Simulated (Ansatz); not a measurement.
```xyz
7

C     0.0000    0.0000   -3.2729
C     0.0000    0.0000   -2.0319
C     0.0000    0.0000    2.0319
C     0.0000    0.0000    3.2729
Li    0.0000    0.0000    0.0000
H     0.0000    0.0000   -4.3483
H     0.0000    0.0000    4.3483
```

Geometry: r2SCAN-D4/def2-SVPD.

These are results of Ansatz 0.2.0, isolated molecule in a Gaussian basis; Kohn-Sham density functional theory, functional PBE0, not measurements.

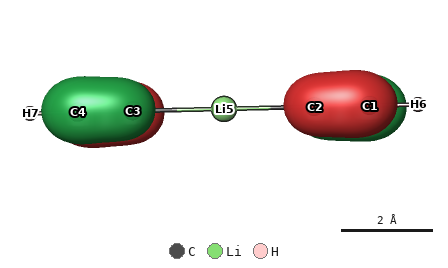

C4H2Li (SMILES C#[C][Li-][C]#C) (charge −1). The HOMO at ±0.15 Å⁻³ᐟ² (green and red are the two phases), seen from one side.

**What is the character of this orbital?**

Its weight (Hirshfeld) is mainly on C1 (about 25 %), C4 (about 25 %), C2 (about 20 %) and C3 (about 20 %); it vanishes on the molecular axis (π type); it is gerade (even under inversion). It is one of a degenerate set, so its orientation is arbitrary. Its energy is −2.66 eV.
